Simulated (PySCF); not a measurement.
Consider C7H9NOSi (SMILES N#C/C=C\C1=CC[SiH2]CO1).

```xyz
19

N     2.8190    2.4886    0.8406
C     2.8166    1.3553    0.6532
C     2.9477   -0.0252    0.4265
C     1.9450   -0.8585    0.1055
C     0.5509   -0.4729   -0.0324
C    -0.3541   -1.3853   -0.4333
C    -1.8286   -1.1941   -0.5904
Si   -2.3906    0.4047    0.2728
C    -0.8563    1.4722   -0.1056
O     0.3349    0.8226    0.3134
H     3.9613   -0.3951    0.5190
H     2.1620   -1.9034   -0.0638
H     0.0213   -2.3720   -0.6672
H    -2.0693   -1.1572   -1.6586
H    -2.3362   -2.0814   -0.2065
H    -2.5249    0.2111    1.7172
H    -3.5853    0.9824   -0.3419
H    -0.8417    2.4254    0.4227
H    -0.7817    1.6922   -1.1787
```

Geometry: GFN2-xTB.

Method: PBE0/pcSseg-1, SCF density, gas phase, non-relativistic (PySCF 2.14.0).

**What can the converged electron density and electron localisation function tell about the bonding?**

C–N (1.15 Å): ρ is about 3.6 e/Å³ halfway; the ELF peaks at about 0.85 between the atoms (a short, multiple covalent bond).
C–C (1.34 Å): ρ is about 2.2 e/Å³ halfway; the ELF peaks at about 0.95 between the atoms (a short, multiple covalent bond).
C–O (1.36 Å): ρ is about 2.3 e/Å³ halfway, with its minimum of 2 e/Å³ about 0.5 Å from C; the ELF peaks at about 0.90 between the atoms: a shared but strongly polarised pair.
C–H (1.08 Å): ρ at the midpoint is about 2 e/Å³; the ELF climbs to about 1 towards the hydrogen, as it does in any bond to H; a covalent bond by its length.

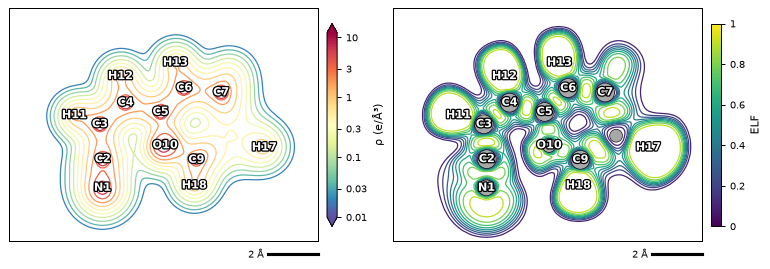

Computed electron density and electron localisation function on the plane of atoms C2, C3 and C4, in this order. Grey discs cover the atomic cores in the ELF map. 
